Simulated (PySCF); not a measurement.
# C3H3F3 (SMILES F/C=C(/F)CF) at MP2/ANO-RCC-VDZP (sfX2C)

Aim: the vertical ionisation energy of C3H3F3 at MP2/ANO-RCC-VDZP (sfX2C), from 2 runs. The job is set up through a Python script.

Program for the calculation: PySCF 2.14.0.

## Step 1: The system as given

C3H3F3: 9 atoms, total charge 0, spin state singlet. As SMILES, `F/C=C(/F)CF`. The coordinates come from a PBE0-D4/def2-TZVP relaxation. This is one conformer, not always the lowest.

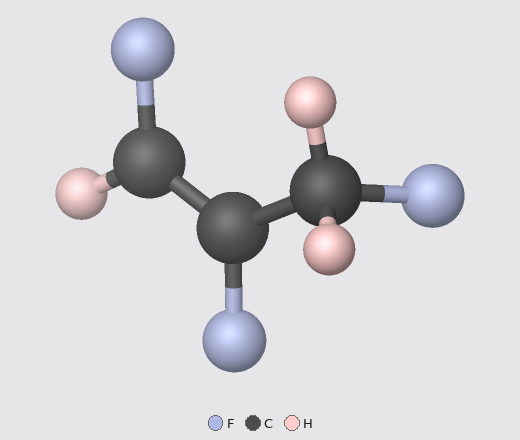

Viewed from a chosen angle; fluorine light blue, carbon dark grey, hydrogen pink.

## Step 2: The energy at MP2/ANO-RCC-VDZP (sfX2C)

Contents of job.py:

```python
from pyscf import gto, scf, mp

mol = gto.M(
    atom='''
F     -3.333288    -2.109123     0.188784
C     -1.169363    -2.091738    -1.099065
C      0.592618    -0.371898    -0.655546
F      2.714403    -0.457692    -2.035424
C      0.507014     1.663715     1.254778
F      0.361694     4.004519     0.103935
H     -1.000232    -3.579330    -2.493305
H      2.230822     1.634046     2.397307
H     -1.141395     1.416350     2.468738
''',
    verbose=4,
    spin=0,
    charge=0,
    basis='ano-rcc-vdzp',
    unit='bohr',
    max_memory=1860,
)

mf = scf.RHF(mol)
mf = mf.sfx2c1e()
mf.conv_tol = 1e-10
mf.kernel()
if not mf.converged:
    mf = mf.newton().run(mf.mo_coeff, mf.mo_occ)

pt = mp.MP2(mf, frozen=6).run()
energy = pt.e_tot
print('E = %.10f Eh' % energy)
```

Launch:

```console
$ OMP_NUM_THREADS=1 python job.py
```

Log:

```text
PySCF version 2.14.0

[INPUT] num. atoms = 9
[INPUT] num. electrons = 48
[INPUT] charge = 0
[INPUT] spin (= nelec alpha-beta = 2S) = 0
[INPUT] symmetry False subgroup None
[INPUT] Mole.unit = bohr
[INPUT] Symbol           X                Y                Z      unit          X                Y                Z       unit  Magmom
[INPUT]  1 F     -1.763900047033  -1.116099826627   0.099900190586 AA   -3.333288000000  -2.109123000000   0.188784000000 Bohr   0.0
[INPUT]  2 C     -0.618800250893  -1.106900080815  -0.581600151320 AA   -1.169363000000  -2.091738000000  -1.099065000000 Bohr   0.0
[INPUT]  3 C      0.313599940381  -0.196799946387  -0.346900003910 AA    0.592618000000  -0.371898000000  -0.655546000000 Bohr   0.0
[INPUT]  4 F      1.436400208853  -0.242200176020  -1.077099995360 AA    2.714403000000  -0.457692000000  -2.035424000000 Bohr   0.0
[INPUT]  5 C      0.268300254417   0.880400063466   0.663999922364 AA    0.507014000000   1.663715000000   1.254778000000 Bohr   0.0
[INPUT]  6 F      0.191400222126   2.119100195496   0.055000033417 AA    0.361694000000   4.004519000000   0.103935000000 Bohr   0.0
[INPUT]  7 H     -0.529299980033  -1.894099866362  -1.319400185873 AA   -1.000232000000  -3.579330000000  -2.493305000000 Bohr   0.0
[INPUT]  8 H      1.180500164019   0.864699904795   1.268600231979 AA    2.230822000000   1.634046000000   2.397307000000 Bohr   0.0
[INPUT]  9 H     -0.604000222658   0.749500142687   1.306399889332 AA   -1.141395000000   1.416350000000   2.468738000000 Bohr   0.0

nuclear repulsion = 237.256505043802
number of shells = 24
number of NR pGTOs = 426
number of NR cGTOs = 99
basis = ano-rcc-vdzp
ecp = {}

******** <class 'pyscf.x2c.sfx2c1e.sfX2C1eRHF'> ********
method = sfX2C1eRHF
initial guess = minao
damping factor = 0
level_shift factor = 0
DIIS = <class 'pyscf.scf.diis.CDIIS'>
diis_start_cycle = 1
diis_space = 8
diis_damp = 0
SCF conv_tol = 1e-10
SCF conv_tol_grad = None
SCF max_cycles = 50
direct_scf = True
direct_scf_tol = 1e-13

******** <class 'pyscf.x2c.sfx2c1e.SpinFreeX2CHelper'> ********
approx = 1e
xuncontract = 1
Set gradient conv threshold to 1e-05
Initial guess from minao.
init E= -415.091508735491
  HOMO = -0.22144024159034  LUMO = 0.0696238648816183  gap/eV = 7.92026
cycle= 1 E= -413.922116303439  delta_E= 1.17  |g|= 0.815  |ddm|= 4.06
  HOMO = -0.46673816562552  LUMO = 0.0498995362223944  gap/eV = 14.05843
cycle= 2 E= -414.030092329548  delta_E= -0.108  |g|= 0.492  |ddm|= 0.937
  HOMO = -0.409440168734733  LUMO = 0.0864670684637359  gap/eV = 13.49432
cycle= 3 E= -414.073860160473  delta_E= -0.0438  |g|= 0.0742  |ddm|= 0.339
  HOMO = -0.398312765588092  LUMO = 0.0897476958478443  gap/eV = 13.28080
cycle= 4 E= -414.075394034977  delta_E= -0.00153  |g|= 0.0191  |ddm|= 0.0904
  HOMO = -0.403050474812718  LUMO = 0.0894187634864476  gap/eV = 13.40077
cycle= 5 E= -414.075525485158  delta_E= -0.000131  |g|= 0.00394  |ddm|= 0.0306
  HOMO = -0.402612725238931  LUMO = 0.0894353218750661  gap/eV = 13.38931
cycle= 6 E= -414.075534626198  delta_E= -9.14e-06  |g|= 0.00144  |ddm|= 0.00828
  HOMO = -0.402562743774201  LUMO = 0.089460585236055  gap/eV = 13.38864
cycle= 7 E= -414.075535695602  delta_E= -1.07e-06  |g|= 0.000585  |ddm|= 0.00283
  HOMO = -0.402571178654896  LUMO = 0.0894663581727198  gap/eV = 13.38902
cycle= 8 E= -414.075535842458  delta_E= -1.47e-07  |g|= 0.000147  |ddm|= 0.00102
  HOMO = -0.402559631952012  LUMO = 0.0894692832793522  gap/eV = 13.38879
cycle= 9 E= -414.075535855974  delta_E= -1.35e-08  |g|= 3.94e-05  |ddm|= 0.000362
  HOMO = -0.402556077977601  LUMO = 0.0894687038192989  gap/eV = 13.38868
cycle= 10 E= -414.075535857157  delta_E= -1.18e-09  |g|= 1.74e-05  |ddm|= 0.000104
  HOMO = -0.402558310722681  LUMO = 0.0894684266165537  gap/eV = 13.38873
cycle= 11 E= -414.075535857356  delta_E= -1.99e-10  |g|= 5.38e-06  |ddm|= 4.59e-05
  HOMO = -0.402557739287232  LUMO = 0.0894684044002219  gap/eV = 13.38871
cycle= 12 E= -414.075535857376  delta_E= -2.03e-11  |g|= 2.21e-06  |ddm|= 1.47e-05
  HOMO = -0.402557788154255  LUMO = 0.0894683679519641  gap/eV = 13.38871
Extra cycle  E= -414.075535857377  delta_E= -7.96e-13  |g|= 1.09e-06  |ddm|= 3.03e-06
converged SCF energy = -414.075535857377

******** <class 'pyscf.mp.mp2.RMP2'> ********
nocc = 18, nmo = 93
frozen orbitals 6
E(RMP2) = -415.045289448327  E_corr = -0.969753590949724
E(SCS-RMP2) = -415.011561416261  E_corr = -0.936025558884247
E_corr(same-spin) = -0.262706250294717
E_corr(oppo-spin) = -0.707047340655007
E = -415.0452894483 Eh
```

It took 30 s on 1 thread of Intel Xeon at 2.60GHz (Ice Lake), shared host; peak memory 0.31 GiB.

## Step 3: The doublet cation at the same level

Contents of input.py:

```python
from pyscf import gto, scf, mp

mol = gto.M(
    atom='''
F       -1.763900      -1.116100       0.099900
C       -0.618800      -1.106900      -0.581600
C        0.313600      -0.196800      -0.346900
F        1.436400      -0.242200      -1.077100
C        0.268300       0.880400       0.664000
F        0.191400       2.119100       0.055000
H       -0.529300      -1.894100      -1.319400
H        1.180500       0.864700       1.268600
H       -0.604000       0.749500       1.306400
''',
    basis='ano-rcc-vdzp',
    charge=1,
    max_memory=1860,
    spin=1,
    verbose=4,
)

hf = scf.UHF(mol)
hf = hf.x2c()
hf.conv_tol = 1e-10
hf.kernel()
if not hf.converged:
    hf = hf.newton().run(hf.mo_coeff, hf.mo_occ)

pt = mp.MP2(hf, frozen=6).run()
etot = pt.e_tot
print(f'total energy: {etot:.8f} hartree')
```

Launch:

```console
$ OMP_NUM_THREADS=1 python input.py
```

Log:

```text
PySCF version 2.14.0

[INPUT] num. atoms = 9
[INPUT] num. electrons = 47
[INPUT] charge = 1
[INPUT] spin (= nelec alpha-beta = 2S) = 1
[INPUT] symmetry False subgroup None
[INPUT] Mole.unit = angstrom
[INPUT] Symbol           X                Y                Z      unit          X                Y                Z       unit  Magmom
[INPUT]  1 F     -1.763900000000  -1.116100000000   0.099900000000 AA   -3.333287911120  -2.109123327627   0.188783639844 Bohr   0.0
[INPUT]  2 C     -0.618800000000  -1.106900000000  -0.581600000000 AA   -1.169362525881  -2.091737847281  -1.099064714047 Bohr   0.0
[INPUT]  3 C      0.313600000000  -0.196800000000  -0.346900000000 AA    0.592618112664  -0.371898101314  -0.655545992612 Bohr   0.0
[INPUT]  4 F      1.436400000000  -0.242200000000  -1.077100000000 AA    2.714402605325  -0.457691667370  -2.035424008769 Bohr   0.0
[INPUT]  5 C      0.268300000000   0.880400000000   0.664000000000 AA    0.507013519221   1.663714880067   1.254778146711 Bohr   0.0
[INPUT]  6 F      0.191400000000   2.119100000000   0.055000000000 AA    0.361693580242   4.004518630566   0.103934936851 Bohr   0.0
[INPUT]  7 H     -0.529300000000  -1.894100000000  -1.319400000000 AA   -1.000232037732  -3.579330252539  -2.493304648751 Bohr   0.0
[INPUT]  8 H      1.180500000000   0.864700000000   1.268600000000 AA    2.230821690049   1.634046179911   2.397306561623 Bohr   0.0
[INPUT]  9 H     -0.604000000000   0.749500000000   1.306400000000 AA   -1.141394579237   1.416349730362   2.468738209132 Bohr   0.0

nuclear repulsion = 237.25652198656
number of shells = 24
number of NR pGTOs = 426
number of NR cGTOs = 99
basis = ano-rcc-vdzp
ecp = {}

******** <class 'pyscf.x2c.sfx2c1e.sfX2C1eUHF'> ********
method = sfX2C1eUHF
initial guess = minao
damping factor = 0
level_shift factor = 0
DIIS = <class 'pyscf.scf.diis.CDIIS'>
diis_start_cycle = 1
diis_space = 8
diis_damp = 0
SCF conv_tol = 1e-10
SCF conv_tol_grad = None
SCF max_cycles = 50
direct_scf = True
direct_scf_tol = 1e-13
number electrons alpha = 24  beta = 23

******** <class 'pyscf.x2c.sfx2c1e.SpinFreeX2CHelper'> ********
approx = 1e
xuncontract = 1
Set gradient conv threshold to 1e-05
init E= -415.091510082138
[... the frontier-level lines of each cycle are left out ...]

cycle= 1 E= -413.441947180938  delta_E= 1.65  |g|= 0.744  |ddm|= 2.84
cycle= 2 E= -413.634278889671  delta_E= -0.192  |g|= 0.474  |ddm|= 0.968
cycle= 3 E= -413.718765944686  delta_E= -0.0845  |g|= 0.0841  |ddm|= 0.348
cycle= 4 E= -413.72216769696  delta_E= -0.0034  |g|= 0.0218  |ddm|= 0.0877
cycle= 5 E= -413.72266873469  delta_E= -0.000501  |g|= 0.00701  |ddm|= 0.04
cycle= 6 E= -413.722744647039  delta_E= -7.59e-05  |g|= 0.00385  |ddm|= 0.0145
cycle= 7 E= -413.722769626419  delta_E= -2.5e-05  |g|= 0.00201  |ddm|= 0.00846
cycle= 8 E= -413.722779207813  delta_E= -9.58e-06  |g|= 0.000887  |ddm|= 0.00652
cycle= 9 E= -413.722781278263  delta_E= -2.07e-06  |g|= 0.000406  |ddm|= 0.00322
cycle= 10 E= -413.722781651217  delta_E= -3.73e-07  |g|= 0.000153  |ddm|= 0.00148
cycle= 11 E= -413.722781705003  delta_E= -5.38e-08  |g|= 6.7e-05  |ddm|= 0.000538
cycle= 12 E= -413.722781714954  delta_E= -9.95e-09  |g|= 2.93e-05  |ddm|= 0.00023
cycle= 13 E= -413.722781717095  delta_E= -2.14e-09  |g|= 1.21e-05  |ddm|= 0.000114
cycle= 14 E= -413.722781717389  delta_E= -2.94e-10  |g|= 6.73e-06  |ddm|= 3.7e-05
cycle= 15 E= -413.722781717452  delta_E= -6.32e-11  |g|= 3.61e-06  |ddm|= 1.54e-05
Extra cycle  E= -413.722781717467  delta_E= -1.47e-11  |g|= 2.52e-06  |ddm|= 5.27e-06
converged SCF energy = -413.722781717467  <S^2> = 0.7562133  2S+1 = 2.0062037

******** <class 'pyscf.mp.ump2.UMP2'> ********
nocc = (np.int64(18), np.int64(17)), nmo = (93, 93)
frozen orbitals 6
E(UMP2) = -414.655395560927  E_corr = -0.93261384345998
E(SCS-UMP2) = -414.621532427322  E_corr = -0.898750709854741
E_corr(same-spin) = -0.254291425727579
E_corr(oppo-spin) = -0.678322417732401
total energy: -414.65539556 hartree
```

Wall time 32 s (1 thread of Intel Xeon at 2.60GHz (Ice Lake), shared host); peak memory 0.34 GiB.

## Step 4: Summary of results

Level: MP2/ANO-RCC-VDZP (sfX2C), 6 core orbitals frozen.

| quantity | value |
| --- | --- |
| singlet C3H3F3: total energy | -415.04529 Eh |
| singlet C3H3F3: dipole moment (Hartree–Fock density) | 2.19 D |
| singlet C3H3F3: HOMO energy (Hartree–Fock orbitals) | -10.95 eV |
| singlet C3H3F3: LUMO energy (Hartree–Fock orbitals) | 2.43 eV |
| singlet C3H3F3: HOMO–LUMO gap (Hartree–Fock orbitals) | 13.39 eV |
| singlet C3H3F3: correlation energy (6 core orbitals frozen) | -969.8 mEh |
| doublet cation: total energy | -414.65540 Eh |
| doublet cation: HOMO energy (Hartree–Fock orbitals) (highest over α and β) | -20.29 eV |
| doublet cation: LUMO energy (Hartree–Fock orbitals) (lowest over α and β) | -8.30 eV |
| doublet cation: correlation energy (6 core orbitals frozen) | -932.6 mEh |
| doublet cation: ⟨S²⟩ of the reference determinant | 0.756 |
| vertical ionisation energy (to the doublet cation) | 10.610 eV |

The vertical ionisation energy comes to 10.61 eV (245 kcal/mol). Mulliken charges (doublet cation) of the mean-field density run from -0.28 on F6 to +0.64 on C2.
